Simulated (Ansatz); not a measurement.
# Bands, cutoff and cost in G0W0 for CsH (rocksalt (001) film, 5 layers)

How do accuracy and time trade against each other in G0W0 on CsH (rocksalt (001) film, 5 layers)?

Program: Ansatz 0.2.0. Level of theory: G0W0 on LDA, plane waves, PAW. Results are calculated unless marked as measured.

### 1. The starting structure

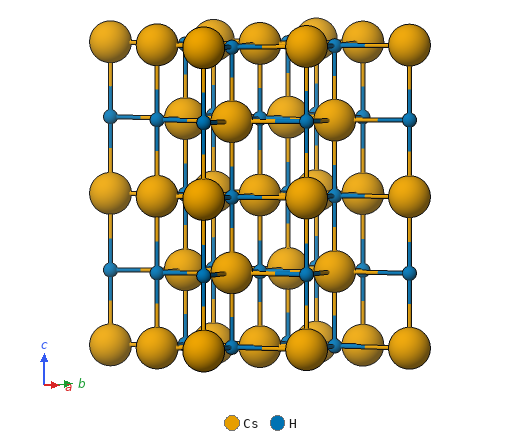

The cell as given, from the side, with the c axis up (caesium orange, hydrogen blue). 2×2×1 cells are drawn. Some periodic images of atoms are drawn too.

The cell holds 10 atoms: 5 Cs and 5 H. Cell: a = 4.509 Å, b = 4.509 Å, c = 47.400 Å, α = 90.0°, β = 90.0°, γ = 90.0°. It derives from CsH. Vacuum lies along c.

The structure was relaxed with LDA (ions only). The runs that relaxed it are not among those shown. Spin-orbit coupling is left out unless a step names it. The default PAW set here is soft_2. Its files were made with PBE. The Coulomb interaction is cut off across the vacuum.

### 2. 273 empty bands, screening to 25 eV

Now the one-shot GW correction: screening in the RPA, then the self-energy of the levels asked for.

Contents of input.yaml:

```yaml
crystal:
  lattice:
    - [4.5085128368, 0.0, 0.0]
    - [0.0, 4.5085128368, 0.0]
    - [0.0, 0.0, 47.4]
  atoms:
    - { symbol: Cs, position: [0.0, 0.0, 0.3722986079] }
    - { symbol: H, position: [0.5, 0.5, 0.3735148479] }
    - { symbol: Cs, position: [0.5, 0.5, 0.4362516392] }
    - { symbol: H, position: [0.0, 0.0, 0.4354455591] }
    - { symbol: Cs, position: [0.0, 0.0, 0.5] }
    - { symbol: H, position: [0.5, 0.5, 0.5] }
    - { symbol: Cs, position: [0.5, 0.5, 0.5637483608] }
    - { symbol: H, position: [0.0, 0.0, 0.5645544409] }
    - { symbol: Cs, position: [0.0, 0.0, 0.6277013921] }
    - { symbol: H, position: [0.5, 0.5, 0.6264851521] }
  periodic: [true, true, false]
kpoints:
  mp_grid: { grid: [4, 4, 1] }
hamiltonian:
  xc: lda
scf:
  occupations: { method: fixed }
gw:
  n_empty_bands: 273
  ecut_chi: 25
  qp_bands: [v3, c3]
  qp_kpoints: band_edges
  screening: { model: contour_deformation }
```

Launch:

```bash
$ ansatz run input.yaml --threads 4 --pin off --max-ram 17510MiB --backend cpu --events-out ev --progress --plain --runs-dir out
```

Numbers of over 12 decimals in the logs are rounded to 6 here.

What it wrote:

```text
Engine: ansatz 0.2.0, aarch64-unknown-linux-gnu
Pseudopotentials: kind: paw
Pseudopotential: Cs, paw, valence charge 9, recommended cutoff 420 eV (normal), Cs.paw.azcp
Pseudopotential: H, paw, valence charge 1, recommended cutoff 420 eV (normal), H.paw.azcp
Functional definition: SPW92
  exchange = slater_x
  correlation = pw_c
Crystal: 10 atoms, lattice volume = 963.485 Å³
Basis set: ecut = 420 eV, 18927 PW (Γ)
Bands: 35, of which v1, the nominal top of the filled ones, is band 25 counted from 1 (24 counted from 0)
Symmetry: 16 space group operations
Space group: P4/mmm (ITA 123), of the structure as read, at distance tolerance 9.9e-5 Å
k-points: 6 of 16
Non-local potential: Cs, projectors of the file, l = 0: 3, l = 1: 2, l = 2: 2, l = 3: 2
Non-local potential: H, projectors of the file, l = 0: 2, l = 1: 1
PAW form: soft (Blöchl's): semilocal exchange-correlation on the pseudo side does not see the compensation charge
PAW frozen core: Cs, regenerated for the run's functional, and the local potential with it (the file was generated under x = pbe(κ = 0.804, μ = 0.219515), c = pbe(β = 0.066725))
PAW one-centre angular grid: Cs, 194 points (default); XC on 64 Gauss nodes
PAW one-centre angular grid: H, 110 points (default); XC on 64 Gauss nodes
Initial density: superposition of atomic densities (neutral atoms: chi_scale 0, normalization atom), corrected by the library's trained network
Initial wavefunctions: pseudopotential atomic-orbital guess
Functional: x = slater, c = lda
SCF iter   1: F=—  HF=-27604.185665 eV  |F-HF|=—  |Δ(HF+E_count)|=         —  Δρ=4.39e-3  dr2=2.08e-1  ethr=1.77e-3  ⟨swp⟩=7.7  Hψ=1037  notcnv=0  defer=46
preconditioner: auto → Resta (q_TF=auto, 1.666 Å⁻¹)  ε∞=1.5  [insulator: Δε(μ)=1.645 eV  Ē_g=10.248 eV  n_scr=76 (ndim 8)  ℏωp=7.6 eV  f_vac=0.656  ε∞_Penn≈1.5  vacuum switching on, ρ_ref=7.6e-3 e/Å³]
SCF iter   2: F=—  HF=-27604.120101 eV  |F-HF|=—  |Δ(HF+E_count)|=   6.56e-2  Δρ=1.13e-3  dr2=1.10e-2  ethr=4.17e-4  ⟨swp⟩=3.2  Hψ=313  notcnv=0  defer=50
SCF iter   3: F=—  HF=-27604.119451 eV  |F-HF|=—  |Δ(HF+E_count)|=   6.49e-4  Δρ=2.77e-4  dr2=9.04e-4  ethr=2.20e-5  ⟨swp⟩=3.5  Hψ=394  notcnv=0  defer=50
SCF iter   4: F=—  HF=-27604.119615 eV  |F-HF|=—  |Δ(HF+E_count)|=   1.64e-4  Δρ=1.16e-4  dr2=2.14e-4  ethr=1.81e-6  ⟨swp⟩=5.5  Hψ=505  notcnv=0  defer=48
SCF iter   5: F=—  HF=-27604.119535 eV  |F-HF|=—  |Δ(HF+E_count)|=   8.03e-5  Δρ=2.50e-5  dr2=6.28e-6  ethr=4.28e-7  ⟨swp⟩=2.5  Hψ=343  notcnv=0  defer=47
SCF iter   6: F=—  HF=-27604.119534 eV  |F-HF|=—  |Δ(HF+E_count)|=   9.03e-7  Δρ=9.63e-6  dr2=1.79e-6  ethr=1.26e-8  ⟨swp⟩=2.8  Hψ=400  notcnv=0  defer=47
SCF iter   7: F=—  HF=-27604.119534 eV  |F-HF|=—  |Δ(HF+E_count)|=   4.47e-7  Δρ=2.61e-6  dr2=1.48e-7  ethr=3.58e-9  ⟨swp⟩=2.7  Hψ=339  notcnv=0  defer=47
SCF iter   8: F=-27604.119534 eV  HF=-27604.119534 eV  |F-HF|=7.59e-9  |Δ(HF+E_count)|=   5.24e-8  Δρ=7.20e-7  dr2=9.90e-9  ethr=2.00e-10  ⟨swp⟩=57.7  Hψ=2183  notcnv=0
SCF 1 converged in 8 iterations: F = -27604.119534 eV  dr2 = 9.90e-9
  greatest PAW one-centre occupation: 0.929 electrons in one spin orbital (limit 2), on the Cs atom at site 6 (counted from 0), in its partial waves of l = 0
NSCF: frozen V_eff on 6 k-points
G₀W₀ screening: q 1/6
[... further progress lines ...]
SCF converged after 8 iterations
Free energy (F): -27604.119534 eV
Harris-Foulkes:  -27604.119534 eV  (|F-HF|=7.59e-9)
Internal energy: -27604.119534 eV  (E = F + TS)
E sigma→0 (E₀):  -27604.119534 eV
Fermi energy:    -3.314168 eV
--- Per-component energies (eV) ---
  E_band       = -640.534454
  E_kinetic    = 774.450725
  E_local      = -77850.013119  (includes V_loc(G=0)·N_el)
  E_nonlocal   = 168.903307
  E_hartree    = 38536.542407
  E_xc         = -906.623923
  E_vxc        = -688.643804  (∫ρ·V_xc dr)
  E_paw        = -24516.402662  (= ΣΔE_a)
  E_vpaw       = -118.321853  (= ΣTr[D̂ρ^β])
  E_aug_tail   = -0.005068  (compensation charges beyond the density's cutoff)
  E_ewald      = 36187.676018
  E_core_change = 1.352781  (= ΣΔE_core)
  E_smearing   = -0.000000  (= −TS)
  E_closure    = -0.000000  (closes the sum)
  Σ components = -27604.119534   (vs F -27604.119534, Δ=0.00e0)
--- Band table (eV; the first three rows and the last of 6) ---
  k-point 0: bands = [... 21 lower, -4.7755, -4.6592, -4.4150, -4.3952, -0.7325 (-0.7338°), -0.7321 (-0.7334°), -0.6258 (-0.6257°), -0.2606 (-0.2606°), ... 6 higher]
  k-point 1: bands = [... 21 lower, -4.2561, -4.2539, -3.9756, -3.9156, -0.6931 (-0.6932°), -0.6284 (-0.6285°), -0.4671 (-0.4671°), -0.1975 (-0.1983°), ... 6 higher]
  k-point 2: bands = [... 21 lower, -3.8718, -3.6040, -3.4790, -3.3142, -1.3571, -1.3277, -0.8770, -0.8331, ... 6 higher]
  k-point 5: bands = [... 21 lower, -4.6162, -4.3291, -4.2161, -4.0591, -0.4288, -0.4288, -0.0096, -0.0096, ... 6 higher]
  ° read free of the cell's end (the report's vacuum.weakly_bound_levels)
--- G₀W₀: contour deformation, 5 samples at zero and on the imaginary axis and 1 off it, 16 q-points, 273 empty bands' worth ---
  eigenvalues of the whole cell's RPA ε∞ on this k-mesh (on a slab, of 1 + 4πα/V) = 1.2265, 1.7471, 1.7471; static W/v taken at q = 0 is 0.655116
  gw.qp_kpoints: band_edges: 6 of 6 stored k-points solved, in 2 passes; an edge of the gap read off the rows below is read off those points alone
    ik  band        ε_KS         Σx   Σc(E_QP)       V_xc       Z   E_QP_lin       E_QP  E_QP is
     0    23     -4.6592   -13.0588     2.5641    -9.5194  0.7311    -5.6841    -5.6344  root
     0    24     -4.4150   -13.0172     2.4322    -9.5831  0.7332    -5.4703    -5.4168  root
     0    25     -4.3952   -12.9522     2.3140    -9.6459  0.7350    -5.4410    -5.3875  root
     0    26     -0.7325    -1.2506    -1.3538    -3.1762  0.8755    -0.1532    -0.1607  root
     0    27     -0.7321    -1.2605    -1.3492    -3.1856  0.8752    -0.1487    -0.1562  root
     0    28     -0.6258    -3.3489    -3.1971    -7.8102  0.8078     0.6965     0.6385  root
     1    23     -4.2539   -13.3801     2.4264    -9.9954  0.7449    -5.2517    -5.2122  root
     1    24     -3.9756   -13.2726     2.2956    -9.9883  0.7461    -5.0076    -4.9643  root
     1    25     -3.9156   -13.1966     2.1667   -10.0594  0.7500    -4.9266    -4.8861  root
     1    26     -0.6931    -2.8245    -2.3515    -6.2008  0.8340     0.3630     0.3317  root
     1    27     -0.6284    -2.7395    -2.1352    -5.8433  0.8378     0.3674     0.3403  root
     1    28     -0.4671    -3.8033    -3.0402    -8.0640  0.8096     0.8068     0.7535  root
     2    23     -3.6040   -14.0386     2.2281   -10.8932  0.7663    -4.5482    -4.5212  root
     2    24     -3.4790   -13.6487     2.2134   -10.4374  0.7533    -4.5170    -4.4768  root
     2    25     -3.3142   -13.8837     2.2100   -10.7113  0.7603    -4.3096    -4.2765  root
     2    26     -1.3571    -3.7014    -2.9161    -7.8053  0.8184    -0.1288    -0.1693  root
     2    27     -1.3277    -3.6924    -2.8836    -7.7503  0.8184    -0.1142    -0.1534  root
     2    28     -0.8770    -3.6242    -2.8756    -7.7146  0.8162     0.3887     0.3378  root
     3    23     -4.0844   -13.5515     2.2566   -10.3325  0.7535    -5.0838    -5.0467  root
     3    24     -3.8849   -13.4141     2.3344   -10.0777  0.7454    -4.9316    -4.8869  root
     3    25     -3.7727   -13.4927     2.2572   -10.2530  0.7506    -4.7954    -4.7551  root
     3    26     -0.4146    -2.9140    -2.4748    -6.4647  0.8307     0.6972     0.6613  root
     3    27     -0.3665    -3.1283    -2.5152    -6.7446  0.8278     0.7725     0.7346  root
     3    28     -0.1193    -2.9241    -2.4713    -6.4753  0.8279     1.0008     0.9607  root
[...]
4    27     -0.5335    -3.9296    -3.0102    -8.1766  0.8118     0.7562     0.7033  root
     4    28     -0.2566    -3.8716    -3.1043    -8.2663  0.8068     1.0997     1.0338  root
     5    23     -4.3291   -13.3846     2.4274    -9.9861  0.7470    -5.3392    -5.3002  root
     5    24     -4.2161   -12.9404     2.4645    -9.4511  0.7271    -5.3006    -5.2408  root
     5    25     -4.0591   -13.2084     2.4049    -9.8067  0.7381    -5.1040    -5.0559  root
     5    26     -0.4288    -3.5821    -3.1895    -8.0701  0.8076     0.9322     0.8698  root
     5    27     -0.4288    -3.5821    -3.1895    -8.0701  0.8076     0.9322     0.8698  root
     5    28     -0.0096    -3.7688    -3.1303    -8.2295  0.8040     1.3995     1.3208  root
```

Wall time 1.9 min (4 threads of Arm Neoverse V2, shared host); peak memory 3.6 GiB; 7.4 min of CPU time.

Numbers from this step:

```
bands summed                                 : 298
plane waves in the screening matrix          : 271
q-points in the mesh                         : 16
G0W0 gap on the mesh                         : 4.107 eV
k of the valence top                         : 0, -0.5, 0
k of the conduction bottom                   : 0, -0.5, 0
starting gap on the mesh                     : 1.957 eV
Z at the valence top                         : 0.7603
Z at the conduction bottom                   : 0.8184
least direct G0W0 gap on the computed points : 4.107 eV
```

The gap on the mesh goes from 1.96 eV to 4.11 eV, a correction of +2.15 eV. Between the two edge states, bare exchange in place of the xc potential would open the gap by 7.28 eV, and correlation takes back 5.13 eV.

### 3. 660 empty bands, screening to 45 eV

Another rung: the empty bands reach about as high as the screening cutoff, so the two stay in balance.

input.yaml: that of step 2 with these lines changed.

```diff
@@ -23,5 +23,6 @@
   occupations: { method: fixed }
+  convergence: { dr2_threshold: 1.0e-10 }
 gw:
-  n_empty_bands: 273
-  ecut_chi: 25
+  n_empty_bands: 660
+  ecut_chi: 45.0
   qp_bands: [v3, c3]
```

What it wrote:

```text
[...]
Crystal: 10 atoms, lattice volume = 963.485 Å³
Basis set: ecut = 420 eV, 18927 PW (Γ)
Bands: 35, of which v1, the nominal top of the filled ones, is band 25 counted from 1 (24 counted from 0)
Symmetry: 16 space group operations
[...]
k-points: 6 of 16
[...]
SCF iter   1: F=—  HF=-27604.185665 eV  |F-HF|=—  |Δ(HF+E_count)|=         —  Δρ=4.39e-3  dr2=2.08e-1  ethr=1.77e-3  ⟨swp⟩=7.7  Hψ=1037  notcnv=0  defer=46
[...]
SCF iter  10: F=-27604.119534 eV  HF=-27604.119534 eV  |F-HF|=2.55e-11  |Δ(HF+E_count)|=  2.69e-10  Δρ=5.17e-8  dr2=4.72e-11  ethr=1.00e-12  ⟨swp⟩=56.5  Hψ=2410  notcnv=0
SCF 1 converged in 10 iterations: F = -27604.119534 eV  dr2 = 4.72e-11
[...]
NSCF: frozen V_eff on 6 k-points
G₀W₀ screening: q 1/6
[... further progress lines ...]
SCF converged after 10 iterations
Free energy (F): -27604.119534 eV
[...]
Internal energy: -27604.119534 eV  (E = F + TS)
E sigma→0 (E₀):  -27604.119534 eV
Fermi energy:    -3.314176 eV
[...]
--- Band table (eV; the first three rows and the last of 6) ---
  k-point 0: bands = [... 21 lower, -4.7755, -4.6592, -4.4150, -4.3952, -0.7325 (-0.7339°), -0.7321 (-0.7334°), -0.6258 (-0.6258°), -0.2606 (-0.2606°), ... 6 higher]
  k-point 1: bands = [... 21 lower, -4.2561, -4.2539, -3.9756, -3.9157, -0.6931 (-0.6932°), -0.6284 (-0.6285°), -0.4671 (-0.4671°), -0.1975 (-0.1983°), ... 6 higher]
  k-point 2: bands = [... 21 lower, -3.8719, -3.6040, -3.4789, -3.3142, -1.3572, -1.3277, -0.8770, -0.8331, ... 6 higher]
  k-point 5: bands = [... 21 lower, -4.6163, -4.3291, -4.2161, -4.0591, -0.4288, -0.4288, -0.0096, -0.0096, ... 6 higher]
  ° read free of the cell's end (the report's vacuum.weakly_bound_levels)
[...]
0    23     -4.6592   -13.0588     2.4138    -9.5194  0.7215    -5.8567    -5.7848  root
     0    24     -4.4150   -13.0172     2.2882    -9.5831  0.7235    -5.6364    -5.5609  root
     0    25     -4.3952   -12.9522     2.1830    -9.6458  0.7259    -5.5923    -5.5185  root
     0    26     -0.7325    -1.2505    -1.3827    -3.1761  0.8747    -0.1829    -0.1896  root
     0    27     -0.7321    -1.2604    -1.3805    -3.1854  0.8742    -0.1808    -0.1876  root
     0    28     -0.6258    -3.3489    -3.3035    -7.8102  0.8071     0.5785     0.5320  root
     1    23     -4.2539   -13.3801     2.2655    -9.9954  0.7339    -5.4312    -5.3730  root
     1    24     -3.9756   -13.2726     2.1404    -9.9883  0.7351    -5.1820    -5.1195  root
[...]
5    25     -4.0591   -13.2084     2.2476    -9.8067  0.7274    -5.2829    -5.2132  root
     5    26     -0.4288    -3.5821    -3.3009    -8.0702  0.8066     0.8082     0.7584  root
     5    27     -0.4288    -3.5821    -3.3009    -8.0702  0.8066     0.8082     0.7584  root
     5    28     -0.0096    -3.7688    -3.2425    -8.2296  0.8027     1.2710     1.2086  root
```

Wall time 7.2 min (4 threads); peak memory 8.9 GiB; 27 min of CPU time.

Numbers from this step:

```
bands summed                                 : 685
plane waves in the screening matrix          : 703
q-points in the mesh                         : 16
G0W0 gap on the mesh                         : 4.173 eV
k of the valence top                         : 0, -0.5, 0
k of the conduction bottom                   : 0, -0.5, 0
starting gap on the mesh                     : 1.957 eV
Z at the valence top                         : 0.7467
Z at the conduction bottom                   : 0.8177
least direct G0W0 gap on the computed points : 4.173 eV
```

Against the run with 4×4×1 mesh, 273 empty bands, screening to 25 eV, the gap moves by +0.07 eV.

### 4. Convergence and cost

Times are wall times on 4 threads of Arm Neoverse V2, shared host, good to a factor of about two.

```tsv
mesh	files	frequency	bands summed	cutoff (eV)	start (eV)	G0W0 (eV)	time	host memory (GiB)
4×4×1	default PAW	contour deformation	298	25	1.957	4.107	1.9 min	3.6
4×4×1	default PAW	contour deformation	685	45	1.957	4.173	7.2 min	8.9
```

The parts of the quasiparticle energy at the two band edges (eV; QP = start + Σx + Σc − Vxc):

```tsv
run	edge	start	Σx	Σc	Vxc	Z	QP
298 bands	valence top	-3.31	-13.88	2.21	-10.71	0.76	-4.28
298 bands	conduction bottom	-1.36	-3.70	-2.92	-7.81	0.82	-0.17
685 bands	valence top	-3.31	-13.88	2.04	-10.71	0.75	-4.45
685 bands	conduction bottom	-1.36	-3.70	-3.02	-7.81	0.82	-0.27
```

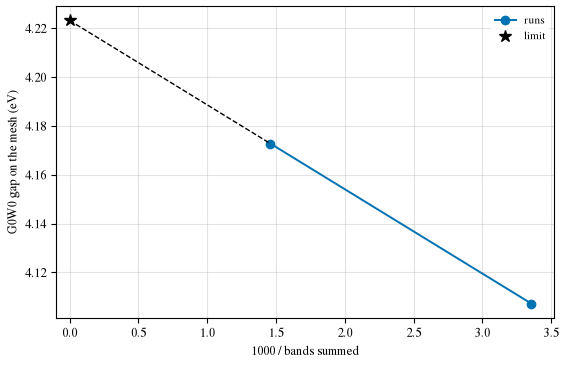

The gap against one over the number of bands; the dashed line carries the two highest rungs to the limit.

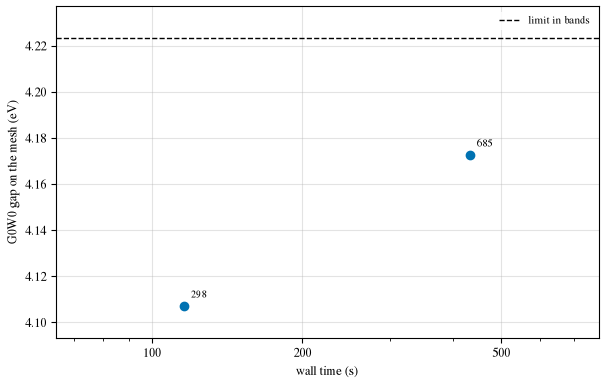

Result against wall time.

### 5. Summary of results

* 298 bands, 25 eV: 4.107 eV
* 685 bands, 45 eV: 4.173 eV
* estimated limit in bands and cutoff: 4.22 eV
* mesh and start: 4×4×1, LDA

A line in one over the bands through the two rungs gives 4.22 eV, +0.05 eV from the top rung; with two points alone it is an unchecked estimate. The rungs stand 0.12 eV (298 bands) and 0.05 eV (685 bands) from it. From 298 to 685 bands the gap moves by +0.07 eV while the time grows 3.7-fold. Σc changes by −0.17 eV at the valence top and −0.10 eV at the conduction bottom, so the levels themselves move more than the gap between them. In a film the band edges may be surface states, so its gap need not approach the bulk's. At these cutoffs the gaps of films stand short of the band limit, often by tenths of an eV, while the trend with thickness is less touched. The mesh in the plane is coarse for a sheet; gap and any exciton binding can still move on denser ones. The many-body steps are scalar-relativistic: spin-orbit coupling is not in them.

[Paths, hosts, dates, memory and timing lines, banners, echoed tables and standing remarks are left out of the program output.]

[Logs are printed without paths, hosts, clocks, repeated set-up lines and the standing remarks that a program may print on its own settings, such as how far it seeks lower states.]

[Runs of the session that timed out or met a known fault of the program may be left out.]

[Cells called generated may have been cut or substituted from an entry of the Crystallography Open Database or the Materials Project.]

[Hosts, paths, dates, database ids (printed as entryN), source tags and the programs' standing remarks are cut or masked in the printed files.]
